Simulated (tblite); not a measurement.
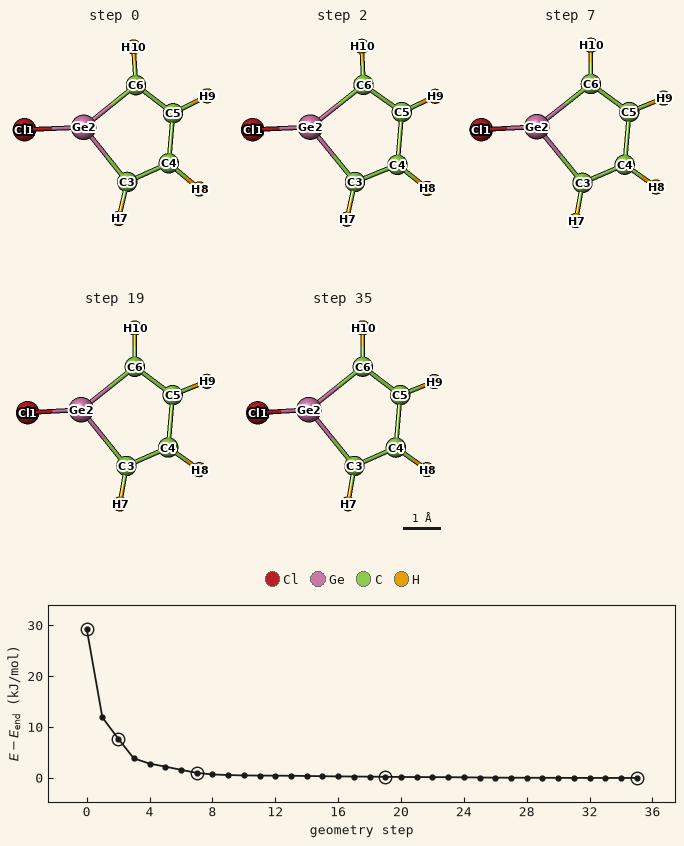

Frames of a relaxation of C$_{4}$H$_{4}$ClGe (multiplicity 2), marked on the history of the run. A ball-and-stick model, seen face on.

All numbers below come from GFN2-xTB geometry optimisation, gas phase in tblite. 

Question: What happens along the run?

Answer: The largest move after the best rigid fit is that of Cl1, 0.17 Å. By element the largest moves are Cl 0.17 Å, Ge 0.14 Å, H 0.09 Å, C 0.05 Å. Among the contacts that change: Ge2–C3 1.946 → 2.029 Å, C4–C5 1.398 → 1.465 Å, C4–H8 1.122 → 1.084 Å, C3–H7 1.053 → 1.075 Å. Bond angles that change, for instance: Cl1–Ge2–C6 112.0° → 103.9°, Cl1–Ge2–C3 110.7° → 104.1°, C4–C5–H9 122.5° → 117.3°. Over 35 geometry steps the energy falls by 29.4 kJ/mol. Cost: 0.2 s on 1 thread of Arm Neoverse V1, on a shared host. From step 0 to 2: C4 moves most (0.05 Å), energy −21.6 kJ/mol. From step 2 to 7: Ge2 moves most (0.08 Å), energy −6.75 kJ/mol. From step 7 to 19: Cl1 moves most (0.07 Å), energy −0.78 kJ/mol. From step 19 to 35: Cl1 moves most (0.07 Å), energy −0.22 kJ/mol.

```tsv
step	E − E(0), kJ/mol
0	0.00
1	-17.47
2	-21.60
3	-25.50
4	-26.53
5	-27.12
6	-27.75
7	-28.35
8	-28.66
9	-28.78
10	-28.85
11	-28.88
13	-28.92
14	-28.96
15	-29.01
17	-29.07
18	-29.10
19	-29.13
21	-29.18
22	-29.19
23	-29.20
24	-29.23
26	-29.29
27	-29.31
28	-29.31
30	-29.33
31	-29.34
32	-29.35
34	-29.35
35	-29.35
```
